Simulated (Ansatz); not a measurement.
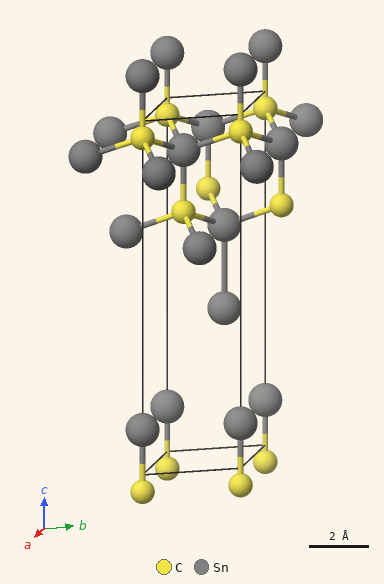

We look at a ball-and-stick model of the crystal slightly off an axis. The conventional unit cell is outlined; an atom on or near a face, edge or corner is repeated at each equivalent position. Every bond is drawn to its end, so some atoms lie outside the box.

Sn2C, space group P3m1 (No. 156), a = 3.491 Å, b = 3.491 Å, c = 12.466 Å, α = 90.00°, β = 90.00°, γ = 120.00°. The model was built from a structure type filled with these elements by a generator (whether the compound takes this form wasn't checked). Earlier steps of the study, as a rule a relaxation of our own, may have changed the cell and positions, so they can lie some per cent off the listed ones. A calculation with Ansatz used it as input.

This one geometry was computed with Ansatz (DFT, plane waves, PAW) at three levels of theory: PBE with spin-orbit coupling, r2SCAN and PBE. It was relaxed beforehand with r2SCAN.

Which level gives the highest pressure at this volume, and what does that say about its equilibrium volume?

Answer. Highest: PBE with spin-orbit coupling (1.8 GPa) and PBE (1.9 GPa), which points to the largest equilibrium volume. Lowest, with the smallest volume: r2SCAN (0.0 GPa). Levels within 0.5 GPa of each other can't be told apart.

How does the band gap change with the level of theory?

Answer. All levels give a metal.

Collect the results in a table.

Answer.
| level | cutoff (eV) | k-mesh of the run's cell | gap (eV) | pressure (GPa) |
| --- | --- | --- | --- | --- |
| PBE with spin-orbit coupling | 420 | 12×12×2 | metal | 1.8 |
| r2SCAN | 500 | 12×12×2 | metal | 0.0 |
| PBE | 420 | 12×12×2 | metal | 1.9 |

Gaps are taken on the k-mesh or band path of each run.
